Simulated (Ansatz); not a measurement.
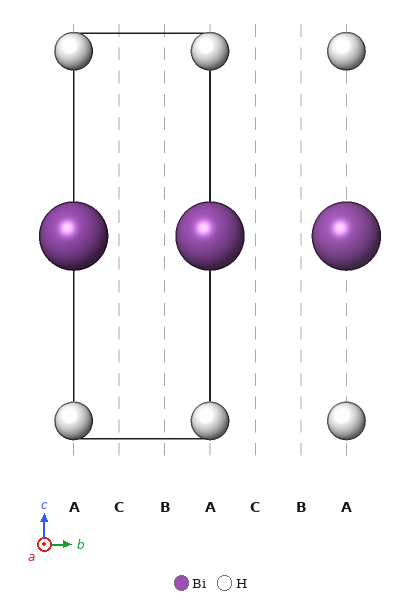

Projection along an edge of the hexagonal mesh, stacking direction c upwards. The dashed lines mark the three columns A (0, 0), B (1/3, 2/3) and C (2/3, 1/3). The sequence starts with the first layer at or above the cell's origin.

The compound is BiH₂, taken as the end point of a relaxation with Ansatz 0.2.0, DFT PBE, scalar-relativistic, plane waves, PAW; the starting structure was generated, so it need not be a known form of this composition.

> Read off the stacking sequence over one period.

H(A) – Bi(A) – H(A) (three layers in 8.49 Å).

> How are the H layers alone stacked?

H layers alone: AA, a sequence in which some neighbouring layers lie directly above each other.

> Which positions between or in the H layers do the other atoms fill?

Bi: one linear site (per hexagonal cell). One of the two gaps between H layers is empty, 0.75 Å wide.

Heights of the layers:

```csv
layer,atoms (column),height (Å),to next (Å)
1,H(A),0.38,3.87
2,Bi(A),4.24,3.87
3,H(A),8.11,0.75
```
